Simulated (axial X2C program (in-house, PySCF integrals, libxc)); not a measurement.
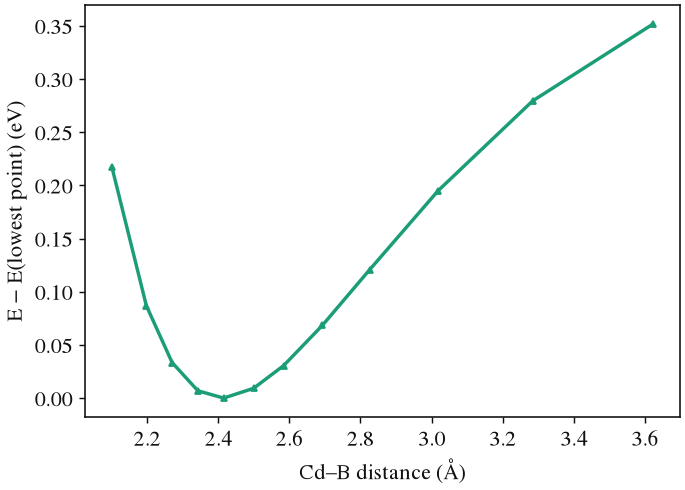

Figure 1. Energy at 12 bond lengths, for one set of occupations held fixed; the line joins the points. A polynomial of degree 6 through 9 points gives rₑ = 2.410 Å, ωₑ = 269.9 cm⁻¹, ωₑxₑ = 4.7 cm⁻¹ and Bₑ = 0.2890 cm⁻¹. The minimum lies 0.28 eV below Cd + B, each computed as one determinant at the same level.

Relativistic diatomic calculation for CdB

CdB, single determinant with Ω = 1/2. Computed at this level: BLYP, two-component X2C with atomic mean-field Coulomb and Gaunt terms, Cd dyall-cv3z, B dyall-v3z (cores contracted) (axial X2C program (in-house, PySCF integrals, libxc)).

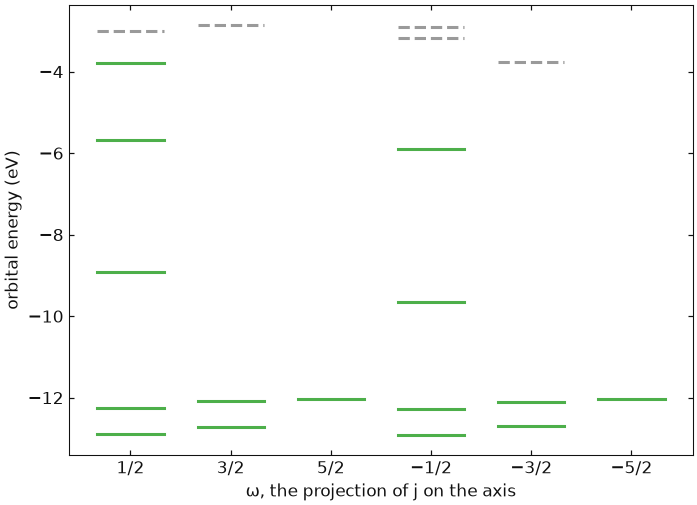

Figure 2. Orbital energies near the frontier at 2.42 Å, filled (solid) and empty (dashed). The highest filled spinor (1/2; 84 % B p, 14 % Cd p) lies at −3.78 eV, the lowest empty one (−3/2; 85 % B p, 12 % Cd p) at −3.75 eV.

These pictures come from the run below.

## Input file
```
{"zs": [48, 5], "q": 0, "bas": ["dyall-cv3z", "dyall-v3z"], "levels": ["PBE0", "HF", "PW91", "BLYP", "r2SCAN"], "cc": true, "r0": 2.21, "thr": -2.0, "nmax": 140}
```

The line is the task of a batch: nuclear charges, charge, bases, the levels to run, a first guess of the distance and further settings. This report covers BLYP with spin-orbit coupling. The log is that of the reference distance 2.415 Å.

Launched within a batch (the task file carries these settings):
```bash
python <driver script> task.json out
```

## The program's output
```
two-component X2C + atomic mean field  BLYP
basis functions 192  fitting functions 915  grid points 5081
iter        total energy     max residual
   1      -5616.566549067     1.70e-01
   2      -5616.572201297     8.95e-03
   3      -5616.570824316     1.49e-02
   4      -5616.573107900     1.25e-03
   5      -5616.573069866     1.99e-03
   6      -5616.573148102     2.89e-04
   7      -5616.573151386     1.19e-04
   8      -5616.573152139     9.68e-05
   9      -5616.573152581     4.35e-05
  10      -5616.573152610     7.12e-06
  11      -5616.573152610     6.72e-07
converged
one-electron -7837.14058658  Coulomb 2330.98694630  exact exchange 0.00000000  xc functional -159.96247597  nuclear repulsion 52.58903959  atomic mean-field constant -3.04607595
```

## The points of the curve

```csv
R (Å),E (hartree),"dipole (D; origin at the first atom, positive when the second is positive)",highest filled (eV),lowest empty (eV)
2.101,−5616.565185,−1.71,−3.98,−3.93
2.198,−5616.569963,−1.71,−3.91,−3.86
2.270,−5616.571925,−1.71,−3.86,−3.82
2.343,−5616.572900,−1.70,−3.82,−3.78
2.415,−5616.573153,−1.68,−3.78,−3.75
2.499,−5616.572814,−1.65,−3.74,−3.72
2.584,−5616.572027,−1.62,−3.72,−3.70
2.693,−5616.570642,−1.56,−3.69,−3.68
2.825,−5616.568722,−1.49,−3.67,−3.66
3.019,−5616.565985,−1.35,−3.67,−3.66
3.284,−5616.562886,−1.14,−3.70,−3.69
3.623,−5616.560234,−0.85,−3.75,−3.75
```

## Key numbers

| quantity | value |
| --- | --- |
| outcome | converged |
| bond length rₑ | 2.410 Å |
| ωₑ | 269.9 cm⁻¹ |
| energy at the minimum | −5616.57315 hartree |
| hardware | 2 CPU threads, shared host |
| wall time | 12 s (CPU time 25 s) |

## Notes

To bear in mind: at long range the curve rises above Cd + B, so this determinant doesn't dissociate to them.
